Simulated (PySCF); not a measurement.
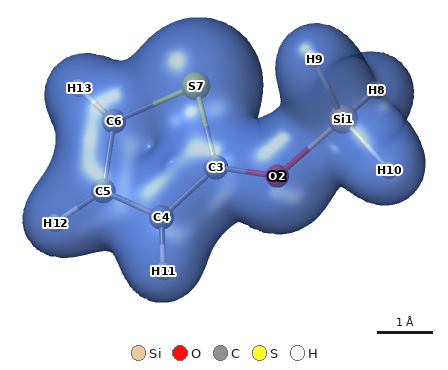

Figure. C₄H₆OSSi (SMILES [SiH3]Oc1cccs1). Isosurface of the electron density at 0.2 e/Å³ (blue), seen at a tilt.

Geometry: GFN2-xTB.

All numbers below come from PBE0/pcSseg-1, SCF density, gas phase, non-relativistic (PySCF).

```yaml
atoms:
  - { symbol: Si, position_ang: [2.6716, 0.0719, 0.2036] }
  - { symbol: O, position_ang: [1.2897, -0.2747, -0.5976] }
  - { symbol: C, position_ang: [0.0168, -0.1037, -0.2689] }
  - { symbol: C, position_ang: [-1.0684, -0.5332, -0.9694] }
  - { symbol: C, position_ang: [-2.2900, -0.1877, -0.3460] }
  - { symbol: C, position_ang: [-2.1228, 0.4944, 0.8113] }
  - { symbol: S, position_ang: [-0.4545, 0.7378, 1.1805] }
  - { symbol: H, position_ang: [2.7440, 1.5050, 0.4865] }
  - { symbol: H, position_ang: [2.7153, -0.6771, 1.4597] }
  - { symbol: H, position_ang: [3.6013, -0.3883, -0.8125] }
  - { symbol: H, position_ang: [-0.9891, -1.0761, -1.8929] }
  - { symbol: H, position_ang: [-3.2516, -0.4440, -0.7530] }
  - { symbol: H, position_ang: [-2.8665, 0.8763, 1.4809] }
```

### What does this surface tell about the bonding?

At this value the surface is in one piece. It bridges the sampled C–O (1.33 Å), C–C (1.35 Å), Si–O (1.63 Å) and C–S (1.73 Å) contacts, where the density stays above the isovalue. On the grid the lowest density along these lines, outside the cores, is 2.1 e/Å³ (C–O, 1.33 Å), 2.2 e/Å³ (C–C, 1.35 Å), 0.94 e/Å³ (Si–O, 1.63 Å) and 1.4 e/Å³ (C–S, 1.73 Å).
